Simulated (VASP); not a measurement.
Band structure of Mg2TeS (space group R3m). Calculation: PBEsol GGA with spin-orbit coupling, VASP's PBE PAW potentials (set 64) (plane waves; VASP).

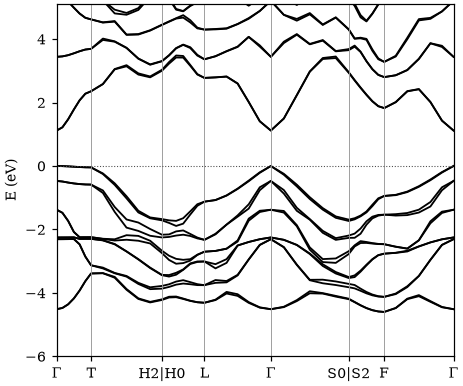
Fig. 1. Bands along high-symmetry lines, zero at the valence-band maximum or, without a gap, the Fermi level

Problem. Read the plot: is there a gap, and where are the band edges?

Solution. The gap is direct, 1.12 eV, from the valence maximum at Γ to the conduction minimum at Γ.

The structure comes from a computed database's Mg2TeS entry (R3m); how it stands against other phases isn't given here. It was relaxed first.
